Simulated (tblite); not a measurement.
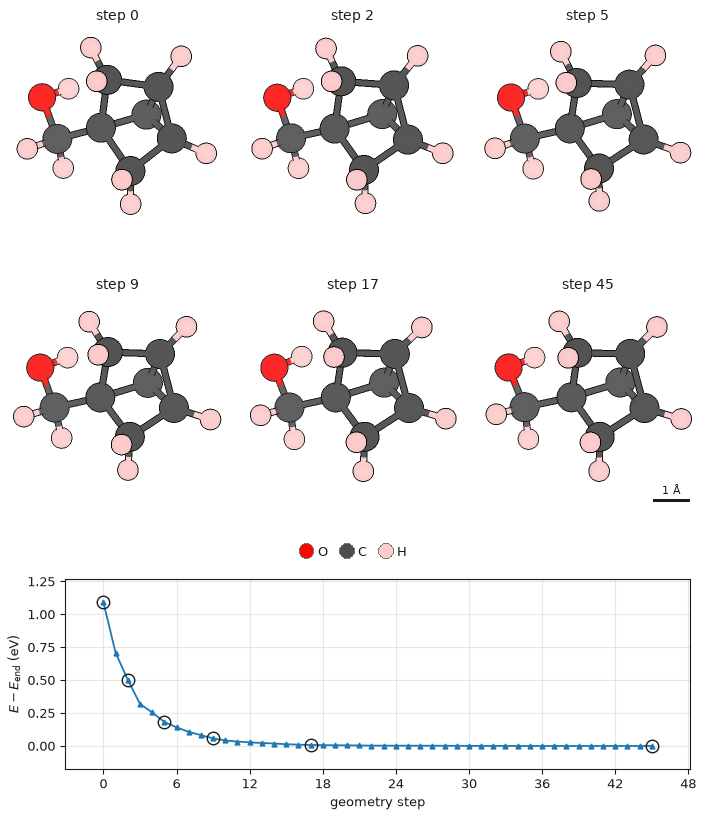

Frames of a relaxation of C$_{7}$H$_{9}$O (multiplicity 2), marked on the history of the run. The picture is a ball-and-stick view, seen at a tilt.

All numbers below come from GFN2-xTB geometry optimisation, gas phase in tblite. 

Q: Describe the path.

A: After 45 geometry steps the energy has fallen by 1.091 eV. The largest move after the best rigid fit is that of an H atom, 0.31 Å. Largest moves by element: H 0.31 Å, C 0.17 Å, O 0.11 Å. Near-neighbour distances that change, for instance: C–C 1.487 → 1.575 Å, C–C 1.580 → 1.537 Å, C–C 1.474 → 1.511 Å, C–O 1.442 → 1.408 Å. Bond angles that change, for instance: C–C–H 115.4° → 130.9°, C–C–H 116.4° → 131.0°, C–C–C 113.5° → 104.0°. Cost: 0.27 s on 1 thread of Arm Neoverse V1, on a shared host. From step 0 to 2: C atoms move most (0.06 Å), energy −0.588 eV. From step 2 to 5: H atoms move most (0.11 Å), energy −0.320 eV. From step 5 to 9: H atoms move most (0.11 Å), energy −0.126 eV. From step 9 to 17: an H atom moves most (0.09 Å), energy −0.050 eV. From step 17 to 45: an H atom moves most (0.09 Å), energy −0.008 eV.
